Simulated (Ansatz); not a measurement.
**Co2Ir at fixed geometry**

One self-consistent run on Co2Ir (a known structure type filled with other elements, at an estimated volume), nothing relaxed, to see gap or metal, charges, bonding, and the stress on the cell.

All numbers below are computed with Ansatz 0.2.0 (DFT, r2SCAN, no spin polarisation, plane waves, PAW).

## 1. The structure

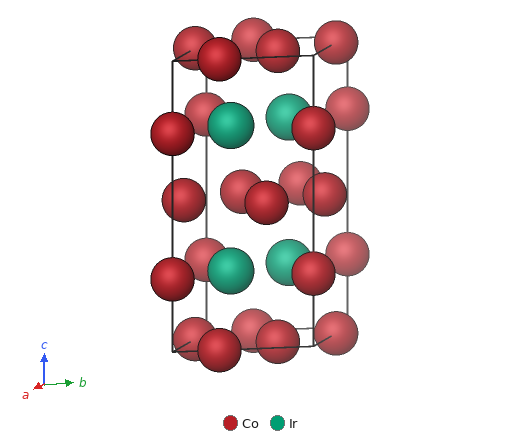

The cell, seen slightly off an axis (cobalt red, iridium teal).

The structure is hexagonal, space group P6_3/mcm (No. 193). The conventional cell has a = 4.819 Å, b = 4.819 Å, c = 9.617 Å, α = 90.00°, β = 90.00°, γ = 120.00°. Co (site symmetry m2m) has 8 Co at 2.78 to 2.89 Å and 4 Ir at 2.89 Å as nearest neighbours. Co (site symmetry -3m) is surrounded by 6 Ir at 2.78 Å and 6 Co at 2.89 Å. Ir (site symmetry 32) is surrounded by 9 Co at 2.78 to 2.89 Å and 3 Ir at 2.78 Å.

Symmetry-reduced, conventional setting; the input below types the cell that was run:

```cif
data_structure
_symmetry_space_group_name_H-M 'P6_3/mcm'
_symmetry_Int_Tables_number 193
_cell_length_a 4.8187
_cell_length_b 4.8187
_cell_length_c 9.6169
_cell_angle_alpha 90.000
_cell_angle_beta 90.000
_cell_angle_gamma 120.000
_cell_volume 193.39
loop_
_atom_site_label
_atom_site_type_symbol
_atom_site_symmetry_multiplicity
_atom_site_Wyckoff_symbol
_atom_site_fract_x
_atom_site_fract_y
_atom_site_fract_z
_atom_site_occupancy
Co1 Co 6 g 0.33315 0.00000 0.75000 1
Co2 Co 2 b 0.00000 0.00000 0.00000 1
Ir1 Ir 4 d 0.33333 0.66667 0.00000 1
```

It is a restart: the density comes from an earlier run on this cell.

## 2. The run

input.yaml reads:

```yaml
crystal:
  lattice:
    - [4.81874, 0.0, 0.0]
    - [-2.40937, 4.173154, 0.0]
    - [0.0, 0.0, 9.616939]
  atoms:
    - { symbol: Co, position: [0.333, 0.0, 0.0] }
    - { symbol: Co, position: [0.667, 0.667, 0.0] }
    - { symbol: Co, position: [0.0, 0.333, 0.0] }
    - { symbol: Co, position: [0.667, 0.0, 0.5] }
    - { symbol: Co, position: [0.333, 0.333, 0.5] }
    - { symbol: Co, position: [0.0, 0.667, 0.5] }
    - { symbol: Co, position: [0.0, 0.0, 0.25] }
    - { symbol: Co, position: [0.0, 0.0, 0.75] }
    - { symbol: Ir, position: [0.3333, 0.6667, 0.25] }
    - { symbol: Ir, position: [0.3334, 0.6667, 0.75] }
    - { symbol: Ir, position: [0.6667, 0.3333, 0.25] }
    - { symbol: Ir, position: [0.6667, 0.3334, 0.75] }
  symmetry: { tolerance: 0.0003 }
kpoints:
  mp_grid: { grid: [8, 8, 4], shift: [0, 0, 0] }
  band_path:
    path:
      - [0.0, 0.0, 0.0]
      - [0.5, 1.6e-07, 0.0]
      - [0.33333333, 0.3333335, 0.0]
      - [0.0, 0.0, 0.0]
      - [0.0, 0.0, 0.5]
      - [0.5, 1.6e-07, 0.5]
      - [0.33333333, 0.3333335, 0.5]
      - [0.0, 0.0, 0.5]
      - [0.5, 1.6e-07, 0.5]
      - [0.5, 1.6e-07, 0.0]
      - [0.33333333, 0.3333335, 0.5]
    npoints: 7
magnetization:
  spin_polarized: false
scf:
  occupations: { method: gaussian, width: 0.2239 }
  lower_state_search: "off"
  max_iter: 200
hamiltonian:
  pseudopotentials: { kind: paw }
  xc: r2scan
basis:
  ecutwfc: 500
  fft_grid_basis: typed
output:
  forces: true
  stress: true
  eigenvalues: true
  bader: true
  populations: true
  elf: true
  write_potential: true
  volumetric_format: npy
  dos:
    e_range: [-12, 8]
    de: 0.05
    projected: { site_lists: { Co: [Co], Ir: [Ir] } }
checkpoint:
  read: saved_state
```

The run is started by

```bash
> ansatz run input.yaml --threads 1 --pin off --max-ram 2560MiB --backend cpu --events-out ev --progress --plain --runs-dir out
```

The log of the run:

```text
Warning: the atoms were moved onto the symmetric positions of the space group found under crystal.symmetry.tolerance 3.0e-4 (fractional; no operation is sought that the atoms, as they stand in a round, miss by more than twice it, and no atom is moved by as much as it), and the run uses the moved positions. Before a round's move an operation carried an atom to 5.22e-4 Å from where it should land, the largest such distance. Atom 8 (counting from 0) moved farthest, by 2.78e-4 Å; the longest move in fractions of the cell, of whichever atom, is 0.24 of the tolerance, in 1 round. To run the atoms as typed, lower crystal.symmetry.tolerance until the operations that they miss are no longer found, or set crystal.symmetry.detect: false (a key that needs symmetry detection or time reversal refuses this as the deck is read). The positions used, in the order of the run's atom list: position: [0.3329999999999999, -4.625985738134636e-17, 0.0]; position: [0.6669999999999999, 0.6669999999999999, 0.0]; position: [-4.625985738134636e-17, 0.3329999999999999, 0.0]; position: [0.6669999999999999, -4.625985738134636e-17, 0.5]; position: [0.3329999999999999, 0.3329999999999999, 0.5]; position: [-4.625985738134636e-17, 0.6669999999999999, 0.5]; position: [-4.625985738134636e-17, -4.625985738134636e-17, 0.25]; position: [-4.625985738134636e-17, -4.625985738134636e-17, 0.75]; position: [0.33333333333333326, 0.6666666666666666, 0.25]; position: [0.33333333333333326, 0.6666666666666666, 0.75]; position: [0.6666666666666666, 0.33333333333333326, 0.25]; position: [0.6666666666666666, 0.33333333333333326, 0.75]; The lattice was moved too: crystal.lattice misses the space group found at crystal.symmetry.tolerance 3.0e-4 in a digit that the deck types, which is why this is a warning: making the lattice exact moves one of its numbers by a whole unit of that number's last typed decimal, or more. The operation that it misses by the most changes a squared length by the fraction 1.14e-6. The run uses the lattice that is a stretch of the typed one, with no rotation, onto the one that keeps every operation to a double's rounding (on a very oblique basis the stretch itself rounds by more); the deck's lattice vector that moved farthest moved by 1.59e-6 Å. To run the lattice as typed, set crystal.symmetry.tolerance under 1.13e-6, the least fraction by which an operation that the lattice misses changes a squared length (the same key also sets how far an atom may lie from its image, so lowering it can lose operations that the atoms keep only within it), or set crystal.symmetry.detect: false, as for the atoms. crystal.lattice made exact, in Å and degrees: [[4.818741585270025, 0.0, 0.0], [-2.4093707926350123, 4.173152627116338, 0.0], [0.0, 0.0, 9.616939]]. Pasted over the deck's crystal.lattice, beside positions in fractional coordinates, it runs the same cell (given as lengths and angles, that cell in the form's own orientation, a rigid turn of the misfit's size from the one run here, for which a checkpoint.post_process_only pass over this run's state can be refused: where this run relaxes nothing, give such a pass this deck's own crystal.lattice, as typed; behind a relaxation, as crystal.lattice, the state's own cell, identity.cell in its checkpoint.json), and a matrix so pasted ends this notice, except on a very skew basis of the lattice, where the rounding of the pasted numbers themselves can read as a misfit: the cell is then moved again, and that move is told again. The lattice as run is in this notice's lattice.as_run_ang field (Run.prep()["deck_notices"] in Python, the deck_notice line of an events file, deck_notices of ansatz run --dry-run=json, or deck_notices in record.json in the deck's checkpoint.write directory).
Warning: RAYON_NUM_THREADS=1 ignored (pool sized by the plan → 1); use --threads N
Engine: ansatz 0.2.0, aarch64-unknown-linux-gnu
Pseudopotentials: kind: paw
Pseudopotential: Co, paw, valence charge 17, recommended cutoff 500 eV (meta_gga), Co.paw.azcp
Pseudopotential: Ir, paw, valence charge 17, recommended cutoff 500 eV (meta_gga), Ir.paw.azcp
Functional definition: r2SCAN
  parameter k0 = 0.174
  parameter k1 = 0.065
  parameter a1 = 4.9479
  exchange = r2scan_x(k0 = k0, k1 = k1, a1 = a1)
  correlation = r2scan_c
Crystal: 12 atoms, lattice volume = 193.390 Å³
Basis set: ecut = 500 eV, 4889 PW (Γ), exchange–correlation on 144×144×288 points (64 copies of the dense FFT grid, shifted against one another)
Bands: 123, of which v1, the nominal top of the filled ones, is band 102 counted from 1 (101 counted from 0)
Symmetry: 24 space group operations
Space group: P63/mcm (ITA 193), of the structure as read, at distance tolerance 1.7e-3 Å
k-points: 30 of 256
Non-local potential: Co, projectors of the file, l = 0: 3, l = 1: 2, l = 2: 3, l = 3: 1
Non-local potential: Ir, projectors of the file, l = 0: 3, l = 1: 2, l = 2: 2, l = 3: 1
PAW form: soft (Blöchl's): semilocal exchange-correlation on the pseudo side does not see the compensation charge
PAW frozen core: Co, regenerated for the run's functional (the file was generated under x = pbe(κ = 0.804, μ = 0.2195149727645171), c = pbe(β = 0.06672455060314922))
PAW frozen core: Ir, regenerated for the run's functional (the file was generated under x = pbe(κ = 0.804, μ = 0.2195149727645171), c = pbe(β = 0.06672455060314922))
PAW one-centre angular grid: Co, 590 points (default); XC on 160 Gauss nodes
PAW one-centre angular grid: Ir, 590 points (default); XC on 160 Gauss nodes
Initial density: read from a saved state, or passed on in memory by an earlier SCF of this step, an earlier step, the calling program or the single point that the run made first
Initial wavefunctions: pseudopotential atomic-orbital guess
Functional: x = r2scan, c = r2scan; τ floored in thin density (d = 2e-4 eV/Å³)
iter 1 solved again at ethr=5.97e-6 eV; its pass at ethr=3.10e-3 eV (dr2=1.22e-2 eV) is discarded
SCF iter   1: F=-88832.874012 eV  HF=-88832.857177 eV  |F-HF|=1.68e-2  |Δ(HF+E_count)|=         —  Δρ=5.18e-3  dr2=1.21e-2  dr2_τ=3.70e-2  ethr=5.97e-6  ⟨swp⟩=2.1  Hψ=16959  notcnv=0
preconditioner: auto → Kerker (q_TF=auto, 2.753 Å⁻¹)  [metal: Δε(μ)=0.005 eV  Ē_g=4.181 eV  σ=0.224 eV  W_gap=0.01  n_scr=68 (ndim 8)  ℏωp=27.7 eV  f_vac=0.000  D(μ)=35.82/eV (n_scr^D=646)]
SCF iter   2: F=-88832.366651 eV  HF=-88832.883652 eV  |F-HF|=5.17e-1  |Δ(HF+E_count)|=   2.65e-2  Δρ=1.80e-2  dr2=5.78e-1  dr2_τ=7.77e-3  ethr=5.91e-6  ⟨swp⟩=2.0  Hψ=5844  notcnv=0  recentre
[... 12 lines left out ...]
SCF iter  15: F=-88832.885303 eV  HF=-88832.885303 eV  |F-HF|=5.47e-7  |Δ(HF+E_count)|=   4.17e-8  Δρ=1.77e-5  dr2=6.03e-7  dr2_τ=1.66e-8  ethr=8.98e-10  ⟨swp⟩=1.0  Hψ=3690  notcnv=0
SCF iter  16: F=-88832.885303 eV  HF=-88832.885303 eV  |F-HF|=2.25e-7  |Δ(HF+E_count)|=   5.11e-9  Δρ=1.12e-5  dr2=2.49e-7  dr2_τ=4.58e-9  ethr=2.96e-10  ⟨swp⟩=1.0  Hψ=3690  notcnv=0
SCF iter  17: F=-88832.885303 eV  HF=-88832.885303 eV  |F-HF|=1.80e-8  |Δ(HF+E_count)|=   3.57e-9  Δρ=3.08e-6  dr2=2.04e-8  dr2_τ=4.12e-10  ethr=4.90e-11  ⟨swp⟩=6.0  Hψ=19937  notcnv=0
SCF 1 converged in 17 iterations: F = -88832.885303 eV  dr2 = 2.04e-8
NSCF: frozen V_eff on 71 k-points
SCF converged after 17 iterations
Free energy (F): -88832.885303 eV
Harris-Foulkes:  -88832.885303 eV  (|F-HF|=1.80e-8)
Internal energy: -88831.984221 eV  (E = F + TS)
E sigma→0 (E₀):  -88832.434762 eV
Entropy (-TS):   -0.901083 eV (-75.090 meV/atom)
Fermi energy:    14.312309 eV
--- Per-component energies (eV) ---
  E_band       = -3697.301801
  E_kinetic    = 6032.594933
  E_local      = -31975.854228  (includes V_loc(G=0)·N_el)
  E_nonlocal   = 3981.830624
  E_hartree    = 13101.405798
  E_xc         = -2237.181020
  E_vxc        = -3106.280338  (∫ρ·V_xc dr)
  E_paw        = -49193.963427  (= ΣΔE_a)
  E_vpaw       = -5029.168543  (= ΣTr[D̂ρ^β])
  E_aug_tail   = 0.000211  (compensation charges beyond the density's cutoff)
  E_vtau       = 196.766757  (kinetic-family band-sum trace: ∫τ·v_τ [+ j·A + Jᵃ·Aᵃ] dr)
  E_ewald      = -28537.187888
  E_core_change = -3.629224  (= ΣΔE_core)
  E_smearing   = -0.901083  (= −TS)
  E_closure    = 0.000000  (closes the sum)
  Σ components = -88832.885303   (vs F -88832.885303, Δ=0.00e0)
--- Forces (eV/Å), atoms counted from 1 ---
  atom   1  Co     0.20918897     0.00000000     0.00000000
  atom   2  Co    -0.10459448    -0.18116296     0.00000000
  atom   3  Co    -0.10459448     0.18116296     0.00000000
  atom   4  Co    -0.20918897     0.00000000     0.00000000
  atom   5  Co     0.10459448     0.18116296     0.00000000
  atom   6  Co     0.10459448    -0.18116296     0.00000000
  atom   7  Co    -0.00000000     0.00000000     0.00000000
  atom   8  Co    -0.00000000    -0.00000000     0.00000000
  atom   9  Ir     0.00000000    -0.00000000     0.00000000
  atom  10  Ir     0.00000000    -0.00000000    -0.00000000
  atom  11  Ir     0.00000000     0.00000000    -0.00000000
  atom  12  Ir     0.00000000     0.00000000     0.00000000
  max |Σ_I F_I| component: 7.40e-17 eV/Å
--- Stress (GPa, compression-positive) ---
      -42.244498      -0.000000       0.000000
        0.000000     -42.244498       0.000000
        0.000000       0.000000     -48.302038
  P = ⅓ Tr σ = -44.2637 GPa (-442.637 kbar)
--- Band table (eV; the first three rows and the last of 30) ---
[... 4 lines left out ...]
--- Löwdin populations: 12 sites ---
  site symbol       q [e]
     0     Co     16.7127
     1     Co     16.7127
     2     Co     16.7127
     3     Co     16.7127
     4     Co     16.7127
     5     Co     16.7127
     6     Co     16.7354
     7     Co     16.7354
     8     Ir     16.9558
     9     Ir     16.9558
    10     Ir     16.9558
    11     Ir     16.9558
  spilling = 0.011910 (of n_electrons = 204.000000)
--- Bader charges: 12 sites ---
  site symbol  charge [e]  shift [e]
     0     Co      0.2021     0.0005
     1     Co      0.2021     0.0005
     2     Co      0.2021     0.0005
     3     Co      0.2021     0.0005
     4     Co      0.2021     0.0005
     5     Co      0.2021     0.0005
     6     Co      0.2812     0.0008
     7     Co      0.2812     0.0008
     8     Ir     -0.4437     0.0012
     9     Ir     -0.4437     0.0012
    10     Ir     -0.4437     0.0012
    11     Ir     -0.4437     0.0012
  estimated error of the sums over rays = 4.2e-4 e
```

It took 5.2 min on 1 thread of Arm Neoverse V1, shared host; peak memory 1.7 GiB.

## 3. Forces on the atoms, stress on the cell

The largest forces, with each atom's nearest neighbour:

| atom | force (eV/Å) | nearest | distance (Å) | direction |
| --- | --- | --- | --- | --- |
| Co5 | 0.209 | Co6 | 2.78 | (others are as near) |
| Co1 | 0.209 | Co3 | 2.78 | (others are as near) |
| Co2 | 0.209 | Co1 | 2.78 | (others are as near) |
| Co6 | 0.209 | Co4 | 2.78 | (others are as near) |
| Co3 | 0.209 | Co1 | 2.78 | (others are as near) |
| Co4 | 0.209 | Co6 | 2.78 | (others are as near) |

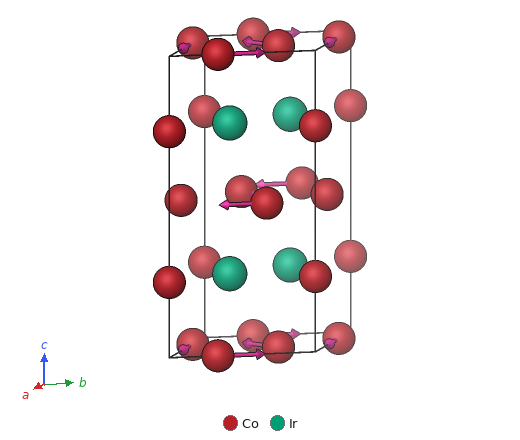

Forces as arrows; the longest is 0.21 eV/Å.

Principal stresses (compression positive): -48.30, -42.24, -42.24 GPa; their mean, the pressure, is -44.26 GPa.

## 4. Bands along the path

Levels near the Fermi level at the path's corners (eV):

| point | band 102 | band 103 | band 104 | band 105 | band 106 | band 107 |
| --- | --- | --- | --- | --- | --- | --- |
| Γ | -0.07 | -0.03 | 0.09 | 0.09 | 0.10 | 0.10 |
| M | 0.21 | 0.22 | 0.22 | 0.32 | 0.32 | 0.34 |
| K | -0.03 | -0.03 | 0.01 | 0.01 | 0.04 | 0.18 |
| Γ | -0.07 | -0.03 | 0.09 | 0.09 | 0.10 | 0.10 |
| A | 0.03 | 0.03 | 0.03 | 0.05 | 0.05 | 0.22 |
| L | -0.03 | 0.05 | 0.05 | 0.17 | 0.17 | 0.23 |
| H | -0.18 | -0.05 | -0.05 | -0.05 | -0.05 | 0.12 |
| A | 0.03 | 0.03 | 0.03 | 0.05 | 0.05 | 0.22 |
| L | -0.03 | 0.05 | 0.05 | 0.17 | 0.17 | 0.23 |
| M | 0.21 | 0.22 | 0.22 | 0.32 | 0.32 | 0.34 |
| H | -0.18 | -0.05 | -0.05 | -0.05 | -0.05 | 0.12 |

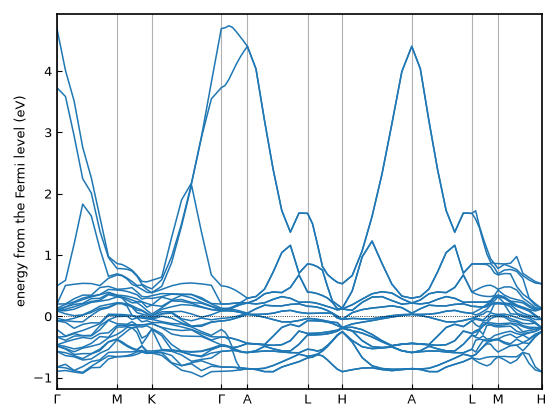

Bands along the path (those far from the Fermi level are not drawn).

## 5. States by energy

Counts of states in windows (eV from the Fermi level; tetrahedra), total and projected:

| from | to | total | Co s | Co d | Ir s | Ir d |
| --- | --- | --- | --- | --- | --- | --- |
| -4.5 | -4.0 | 3.81 | 0.74 | 0.51 | 0.39 | 2.13 |
| -4.0 | -3.5 | 9.60 | 1.18 | 1.60 | 0.23 | 6.43 |
| -3.5 | -3.0 | 6.03 | 0.31 | 1.41 | 0.30 | 3.86 |
| -3.0 | -2.5 | 6.78 | 0.51 | 2.12 | 0.25 | 3.67 |
| -2.5 | -2.0 | 8.81 | 0.30 | 4.53 | 0.15 | 3.49 |
| -2.0 | -1.5 | 10.12 | 0.26 | 7.35 | 0.13 | 2.09 |
| -1.5 | -1.0 | 19.67 | 0.48 | 15.68 | 0.13 | 2.77 |
| -1.0 | -0.5 | 17.10 | 0.23 | 14.10 | 0.09 | 2.25 |
| -0.5 | 0.0 | 16.52 | 0.12 | 13.95 | 0.07 | 2.17 |
| 0.0 | 0.5 | 17.27 | 0.20 | 13.00 | 0.11 | 3.86 |
| 0.5 | 1.0 | 3.85 | 0.28 | 1.54 | 0.13 | 1.74 |
| 1.0 | 1.5 | 2.75 | 0.46 | 0.87 | 0.19 | 0.88 |
| 1.5 | 2.0 | 2.32 | 0.52 | 0.59 | 0.20 | 0.50 |
| 2.0 | 2.5 | 1.78 | 0.42 | 0.37 | 0.16 | 0.30 |
| 2.5 | 3.0 | 1.64 | 0.41 | 0.29 | 0.18 | 0.21 |
| 3.0 | 3.5 | 1.99 | 0.43 | 0.28 | 0.23 | 0.19 |

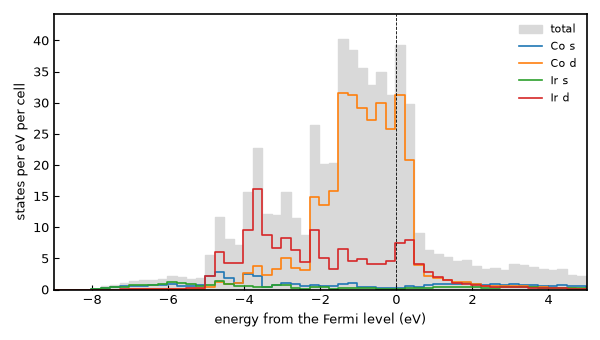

Total and projected density of states, in bins of 0.25 eV.

## 6. Charges

Gathered by element (positive charge: electrons given up): Löwdin charges also hold the electrons that the projection spills.

| element | atoms | Bader charge (e) | Bader volume (Å³) | Löwdin charge (e) |
| --- | --- | --- | --- | --- |
| Co | 8 | +0.20 to +0.28 | 13.2 to 14.2 | +0.26 to +0.29 |
| Ir | 4 | -0.44 | 20.4 | +0.04 |

Löwdin charges rest on a small set of atomic orbitals that misses 1.2 % of the electrons, so they need not add up to the cell's charge and can differ from Bader's even in sign.

## 7. Maps of the fields

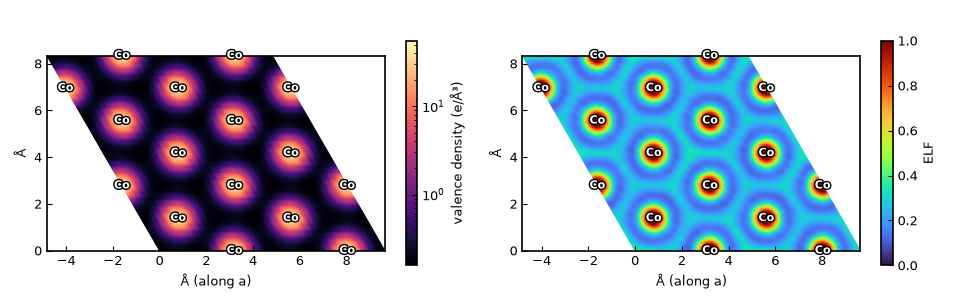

Valence density (left, log scale) and ELF (right) in the plane spanned by a and b at height 0.500 along c (axes of the input's cell); atoms within 0.2 Å are lettered, 2×2 cells. Near the nuclei they are pseudo-fields.

Along short contacts, where the density is least:

| contact | length (Å) | minimum at (fraction) | density (e/Å³) | ELF |
| --- | --- | --- | --- | --- |
| Co1–Co2 | 2.779 | 0.50 | 0.205 | 0.31 |
| Co7–Ir9 | 2.782 | 0.45 | 0.276 | 0.29 |
| Ir9–Ir11 | 2.782 | 0.50 | 0.403 | 0.39 |

## 8. What came out

| quantity | value |
| --- | --- |
| largest force | 0.209 eV/Å on Co |
| pressure | -44.3 GPa |
| formation energy (elements from separate runs) | 1.22 eV/atom |
| character | metal |
| density of states, mean within 0.25 eV of the Fermi level | 35 per eV per cell |
| Bader charges | Co +0.20 to +0.28, Ir -0.44 e |

In words: The cell is metallic; within 0.25 eV of the Fermi level the density of states averages 35 per eV per cell, mostly Co d (78 %) and Ir d (20 %). Co loses most charge (+0.22 e on average) and Ir gains most (-0.44 e). Set against separate runs on the elements (Co hcp, Ir fcc), it forms at 1.22 eV per atom, so at this geometry and without moments it is not bound against them. Co feels the largest force, 0.21 eV/Å, so the positions are not relaxed.

Caveats: no spin polarisation, so a magnetic state may lie lower; atoms or cell far from equilibrium; wide smearing.
